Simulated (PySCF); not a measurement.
Si(OAc)(OH)2(OMe), C3H8O5Si, SMILES O[Si](OC(=O)C)(O)OC at its GFN2-xTB optimised geometry (Å):

```
17

C     -0.0072     1.7122     0.8297
O     -0.4393     0.6633     0.0000
Si     0.0849    -0.8592     0.0000
O     -0.4491    -1.8128     1.1970
O      1.7014    -0.8592     0.0000
O     -0.4436    -1.4140    -1.4801
C     -1.5026    -2.1772    -1.6943
C     -1.7460    -2.4164    -3.1586
O     -2.1853    -2.6324    -0.8109
H     -0.3296     1.5409     1.8582
H      1.0800     1.7889     0.8084
H     -0.4521     2.6324     0.4520
H     -1.2829    -2.2674     1.0379
H      2.1853    -1.6747     0.1048
H     -2.5642    -3.1175    -3.2905
H     -1.9897    -1.4677    -3.6315
H     -0.8388    -2.7984    -3.6197
```

Calculation: PySCF with B3LYP/def2-SVP. Cells within 0.4 Å of a nucleus heavier than hydrogen are left out (blank, or x).

Map of the HOMO−1 amplitude (bohr^(-3/2)) on the plane z = 0.0 Å; orbital energy -7.98 eV, overall sign arbitrary:

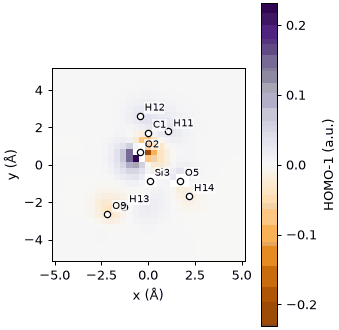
*HOMO−1 amplitude (bohr^(-3/2)) on the plane z = 0.0 Å.*
